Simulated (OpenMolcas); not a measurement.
# CH6O2Si (SMILES C[SiH](O)O): levels of theory compared

Wanted: a comparison of 6 runs (HF/STO-3G, B3LYP/6-31G*, B2PLYP/cc-pVDZ, M06-2X/cc-pVDZ, M06-L/cc-pVDZ, CCSD(T)/cc-pVDZ) of CH6O2Si. 

Program for the calculation: OpenMolcas 26.06.

1 further run of the same task is left out (set aside as unsound or not needed).

### Step 1. Starting point

CH6O2Si: 10 atoms, total charge 0, spin state singlet. As SMILES, `C[SiH](O)O`. One bond was lengthened or shortened from a relaxed shape.

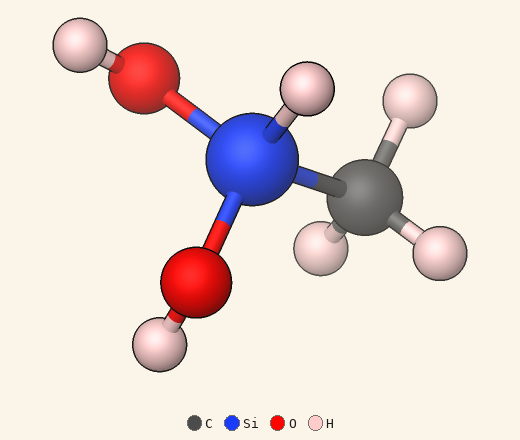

Viewed from a chosen angle; carbon dark grey, silicon blue, oxygen red, hydrogen pink.

### Step 2. A single-point energy at HF/STO-3G (run 1)

The input, geom.xyz:

```xyz
10

C     -1.208918     0.326600    -0.285516
Si     0.601582     0.158800     0.067684
O      0.734482    -1.177200     1.021684
O      1.509082     0.037300    -1.300716
H     -1.597018    -0.571000    -0.774716
H     -1.853400     0.489100     0.780800
H     -1.400318     1.182600    -0.936516
H      1.172682     1.348700     0.745584
H      1.605582    -1.388100     1.360684
H      1.276182    -0.648800    -1.928016
```

The input, test.input:

```
* CH6O2Si Hartree-Fock

&GATEWAY
 BasLib
 $CurrDir
 Coord
 geom.xyz
 Basis
 STO-3G
 Group
 NoSym

&SEWARD

&SCF
 Thresholds
 1e-10 1e-07 1e-07 1e-05
 PrOrbitals
 1 2
```

The basis set STO-3G is read from a file made from the Basis Set Exchange's data (not shown).

Launch:

```sh
$ export MOLCAS_MEM=1860
$ pymolcas test.input > test.log
```

Log:

```text
--- Start Module: gateway ---
[...]
--- Stop Module: gateway /rc=_RC_ALL_IS_WELL_ ---
--- Start Module: seward ---
[...]
      Basis functions           30
--- Stop Module: seward /rc=_RC_ALL_IS_WELL_ ---
[...]
--- Start Module: scf ---
[...]
       Convergence after  11 Iterations
[...]
::    Total SCF energy                               -474.2071871903
[...]
      Total spin, S                                     0.0000000000
[...]
      Total electronic charge=   42.000000
      Total            charge=   -0.000000
[...]
      Dipole Moment (debye):
      Origin of the operator (angstrom)=    0.4795   -0.1212   -0.0866
                   X= -2.0545E-02               Y= -2.6252E-01               Z= -2.0363E-01           Total=  3.3287E-01
      Quadrupole Moment (debye*angstrom):
[...]
--- Stop Module: scf /rc=_RC_ALL_IS_WELL_ ---
[...]
```

Run time: 2.8 s. Hardware: 1 thread of AMD EPYC 7R43 (Zen 3), shared host; peak memory 0.37 GiB.

### Step 3. A single-point energy at B3LYP/6-31G(d) (Cartesian functions) (run 2)

The input, mol.xyz:

```xyz
10

C     -1.208918     0.326600    -0.285516
Si     0.601582     0.158800     0.067684
O      0.734482    -1.177200     1.021684
O      1.509082     0.037300    -1.300716
H     -1.597018    -0.571000    -0.774716
H     -1.853400     0.489100     0.780800
H     -1.400318     1.182600    -0.936516
H      1.172682     1.348700     0.745584
H      1.605582    -1.388100     1.360684
H      1.276182    -0.648800    -1.928016
```

The input, run.inp:

```
>>> EXPORT MOLCAS_PRINT=2
&GATEWAY
BasLib = $CurrDir
Coord = mol.xyz
Basis = 6-31Gs
Group = NoSym
&SEWARD
GridInput
Grid=UltraFine
End of Grid
&SCF
KSDFT = B3LYP
Thresholds = 1e-10 1e-07 1e-07 1e-05
PrOrbitals = 0
```

The basis set 6-31G* is read from a file made from the Basis Set Exchange's data (not shown).

Launch:

```sh
$ export MOLCAS_MEM=1860
$ pymolcas run.inp > run.log
```

Log:

```text
--- Start Module: gateway ---
[...]
--- Stop Module: gateway /rc=_RC_ALL_IS_WELL_ ---
--- Start Module: seward ---
[...]
      Basis functions           76
--- Stop Module: seward /rc=_RC_ALL_IS_WELL_ ---
[...]
--- Start Module: scf ---
[...]
       Convergence after  13 Iterations
[...]
::    Total KS-DFT energy                            -481.7359248391
[...]
      Total spin, S                                     0.0000000000
[...]
      Total electronic charge=   42.000000
      Total            charge=   -0.000000
[...]
      Dipole Moment (debye):
      Origin of the operator (angstrom)=    0.4795   -0.1212   -0.0866
                   X= -9.8175E-03               Y= -9.3105E-01               Z= -5.5037E-01           Total=  1.0816E+00
      Quadrupole Moment (debye*angstrom):
[...]
--- Stop Module: scf /rc=_RC_ALL_IS_WELL_ ---
[...]
```

Run time: 28 s. Hardware: 1 thread of AMD EPYC 7R43 (Zen 3), shared host; peak memory 0.43 GiB.

Runs 3 to 4 aren't shown in full; the table further down has their settings and results.

### Step 4. The energy at M06-L/cc-pVDZ (run 5)

The input, job.input:

```
&gateway
 baslib
 $CurrDir
 coord
 10
 angstrom
 C       -1.208918       0.326600      -0.285516
 Si       0.601582       0.158800       0.067684
 O        0.734482      -1.177200       1.021684
 O        1.509082       0.037300      -1.300716
 H       -1.597018      -0.571000      -0.774716
 H       -1.853400       0.489100       0.780800
 H       -1.400318       1.182600      -0.936516
 H        1.172682       1.348700       0.745584
 H        1.605582      -1.388100       1.360684
 H        1.276182      -0.648800      -1.928016
 basis
 cc-pVDZ
 group
 NoSym

&seward
 gridinput
 Grid=UltraFine
 End of Grid

&scf
 ksdft
 M06L
 thresholds
 1e-10 1e-07 1e-07 1e-05
 prorbitals
 1 2
```

The basis set cc-pVDZ is read from a file made from the Basis Set Exchange's data (not shown).

Launch:

```sh
$ export MOLCAS_MEM=1860
$ pymolcas job.input > job.log
```

Log:

```text
--- Start Module: gateway ---
[...]
--- Stop Module: gateway /rc=_RC_ALL_IS_WELL_ ---
--- Start Module: seward ---
[...]
      Basis functions           90
--- Stop Module: seward /rc=_RC_ALL_IS_WELL_ ---
[...]
--- Start Module: scf ---
[...]
       Convergence after  13 Iterations
[...]
::    Total KS-DFT energy                            -481.7150320384
[...]
      Total spin, S                                     0.0000000000
[...]
      Total electronic charge=   42.000000
      Total            charge=   -0.000000
[...]
      Dipole Moment (debye):
      Origin of the operator (angstrom)=    0.4795   -0.1212   -0.0866
                   X= -4.3628E-02               Y= -8.7661E-01               Z= -5.0474E-01           Total=  1.0125E+00
      Quadrupole Moment (debye*angstrom):
[...]
--- Stop Module: scf /rc=_RC_ALL_IS_WELL_ ---
[...]
```

It took 51 s on 1 thread of AMD EPYC 7R43 (Zen 3), shared host; peak memory 0.49 GiB.

### Step 5. The energy at CCSD(T)/cc-pVDZ (run 6)

The input, struct.xyz:

```xyz
10

C     -1.208918     0.326600    -0.285516
Si     0.601582     0.158800     0.067684
O      0.734482    -1.177200     1.021684
O      1.509082     0.037300    -1.300716
H     -1.597018    -0.571000    -0.774716
H     -1.853400     0.489100     0.780800
H     -1.400318     1.182600    -0.936516
H      1.172682     1.348700     0.745584
H      1.605582    -1.388100     1.360684
H      1.276182    -0.648800    -1.928016
```

The input, mol.input:

```
&GATEWAY
BASLIB=$CurrDir
COORD=struct.xyz
BASIS=cc-pVDZ
GROUP=NoSym
&SEWARD
&SCF
THRESHOLDS=1e-10 1e-07 1e-07 1e-05
PRORBITALS=0
&RASSCF
FILEORB=$Project.ScfOrb
SPIN=1
NACTEL=0 0 0
INACTIVE=21
RAS2=0
OUTORBITALS=Canonical
ORBLISTING=NoCore
&MOTRA
JOBIPH
FROZEN=8
&CCSDT
CCT
TRIPLES=2
ITERATIONS=80
ACCURACY=1e-08
EXTRAPOLATION=5 4
```

The basis set cc-pVDZ is read from a file made from the Basis Set Exchange's data (not shown).

Launch:

```sh
$ export MOLCAS_MEM=1860
$ pymolcas mol.input > mol.log
```

Log:

```text
--- Start Module: gateway ---
[...]
--- Stop Module: gateway /rc=_RC_ALL_IS_WELL_ ---
[...]
      Basis functions           90
[...]
       Convergence after  12 Iterations
[...]
::    Total SCF energy                               -480.1130569546
[...]
      Total spin, S                                     0.0000000000
[...]
      Number of active orbitals                  0
[...]
      Spin quantum number                      0.0
[...]
      Active orbitals                            0
[...]
      Number of CSFs                             1
[...]
      Number of root(s) required                 1
[...]
      Convergence after  4 iterations
[...]
      Natural orbitals and occupation numbers for root  1
      ************************************************************************************************************************
      *                                                    Final results                                                     *
      ************************************************************************************************************************
[...]
::    RASSCF root number  1 Total energy:   -480.11305695
[...]
      Total electronic charge=   42.000000
      Total            charge=   -0.000000
[...]
      Dipole Moment (debye):
      Origin of the operator (angstrom)=    0.4795   -0.1212   -0.0866
                   X= -2.3524E-02               Y= -8.2738E-01               Z= -5.1827E-01           Total=  9.7658E-01
      Quadrupole Moment (debye*angstrom):
[...]
--- Start Module: motra ---
[...]
      *** WARNING: Default frozen orbitals is overwritten by user input.
      *** Default values:   5
[...]
--- Stop Module: motra /rc=_RC_ALL_IS_WELL_ ---
[...]
--- Start Module: ccsdt ---
[...]
      Convergence after                    16  Iterations
      Total energy (diff) :    -480.77391006       0.00000000
[...]
 METHOD                       : CCSD+T(CCSD)+<T3(1)WT1> = CCSD(T)
[...]
       CCSD     =      -480.7739100602928
[...]
--- Stop Module: ccsdt /rc=_RC_ALL_IS_WELL_ ---
[...]
```

It took 90 s on 1 thread of AMD EPYC 7R43 (Zen 3), shared host; peak memory 0.49 GiB.

### Step 6. The series

```csv
run,level,Cartesian functions,integration grid,energy (Eh),dipole moment (D) of the reference,HOMO energy (eV),LUMO energy (eV),wall time
1,HF/STO-3G,no,–,-474.207187,0.33,-9.30,13.15,2.8 s
2,B3LYP/6-31G* (Cartesian functions),yes,UltraFine,-481.735925,1.08,-8.04,1.20,28 s
3,B2PLYP/cc-pVDZ,no,UltraFine,-481.433631,1.01,-9.68,2.43,38 s
4,M06-2X/cc-pVDZ,no,UltraFine,-481.641120,1.02,-9.63,2.12,53 s
5,M06-L/cc-pVDZ,no,UltraFine,-481.715032,1.01,-7.08,1.14,51 s
6,CCSD(T)/cc-pVDZ,no,–,-480.788837,0.98,-11.92,4.51,90 s
```

### Step 7. Results

| quantity | value |
| --- | --- |
| run 6: total energy | -480.78884 Eh |
| run 6: dipole moment (mean-field density) | 0.98 D |
| run 6: HOMO energy (Hartree–Fock orbitals) | -11.92 eV |
| run 6: LUMO energy (Hartree–Fock orbitals) | 4.51 eV |
| run 6: HOMO–LUMO gap (Hartree–Fock orbitals) | 16.44 eV |
| run 6: correlation energy (8 core orbitals frozen) | -675.8 mEh |
| run 6: (T) correction | -14.93 mEh |

**Reading.** Over runs 1, 2, 3, 4, 5 the dipole moment (its size) runs from 0.33 D (HF/STO-3G) to 1.08 D (B3LYP/6-31G*). The two ends differ in method and basis. Over runs 1, 2, 3, 4, 5 the HOMO–LUMO gap runs from 8.22 eV (M06-L/cc-pVDZ) to 22.46 eV (HF/STO-3G). For B2PLYP the log adds the whole second-order term; the table takes 0.27 of it, as the functional is defined. Totals of different functionals can't be ranked against each other. In run 1 the basis is minimal, so the values are rough. All runs together took 4.4 min, the longest 90 s.
